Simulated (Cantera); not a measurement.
Charge: 1 mol Si, 10 mol F₂, a varied amount of N₂, held at 1450 °C and 12000 Pa.

Method: chemical equilibrium by Gibbs-energy minimisation in Cantera with the NASA 1993 tables (ideal gas, pure condensed phases). Candidate condensed phases: Si, Si₃N₄; 16 gas species. Equilibrium is a limit: real reactors are often held back by kinetics, nucleation or transport.

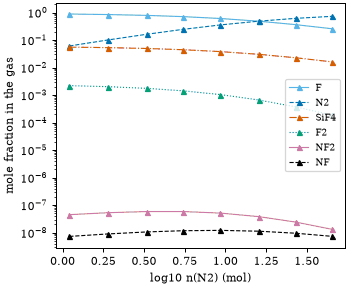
Figure: Equilibrium gas composition (values under 1e-9 drawn at 1e-9)

From 1.1 mol N₂ to 45 mol N₂ nothing is condensed. The main Si-bearing gas is SiF₄ throughout.
